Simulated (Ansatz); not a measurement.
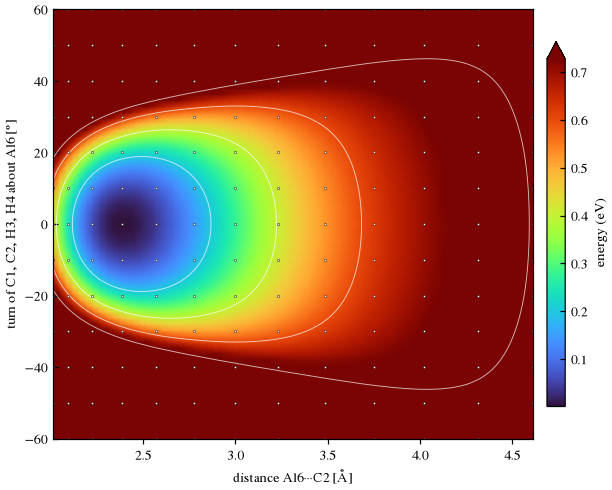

C₂H₂AlCl₃. The turn is about an axis along (0.87, 0.45, 0.21) in the frame of the relaxed pair, normal to the line between the partners. First axis: distance Al6···C2. Second axis: turn of C1, C2, H3, H4 about Al6. The grid has 13 × 13 points; 101 points were computed and 68 follow by symmetry. Points are written as (first, second). Energies: eV, counted from the lowest grid point. The calculation used RKS PBE-D4/def2-SVPD (Ansatz 0.2.0).

In the figure: a smooth colour map with a few white contour lines, dots at the grid points, one colour for all values above the top of the scale. Between grid points the surface is interpolated.

Where is the minimum, and how stiff is the well along each coordinate?

The interpolated minimum is at distance Al6···C2 ≈ 2.393 Å, the second coordinate ≈ 0°. The curvatures there are about 3.3 eV/Å² and 3.4 eV/rad², with a cross term of about 0 eV/(Å·rad). Round the minimum the two coordinates are nearly uncoupled.
